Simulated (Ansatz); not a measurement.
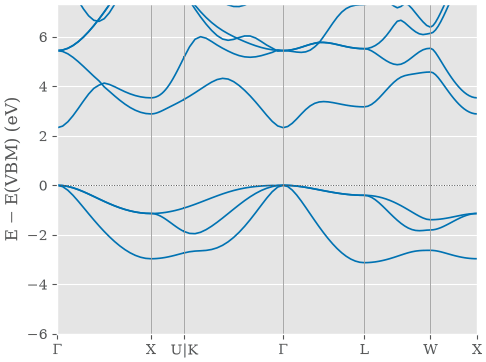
Figure. Band structure from the program Ansatz at the PBE level (PAW)

Task: Read off the gap and where the band edges lie.

Result: About 2.3 eV (2.33 eV by a search for the band edges); maximum at Γ, minimum at Γ.

Task: Pick the material that matches.
(A) BeS, rock salt
(B) MgTe, zinc blende
(C) CuCl, zinc blende

Result: B, MgTe, zinc blende

Space group F-43m (zinc blende). Symmetry was held in the PBE relaxation. Spin–orbit coupling is left out wherever it is not named.

Potentials: the later of the program's two PAW sets.
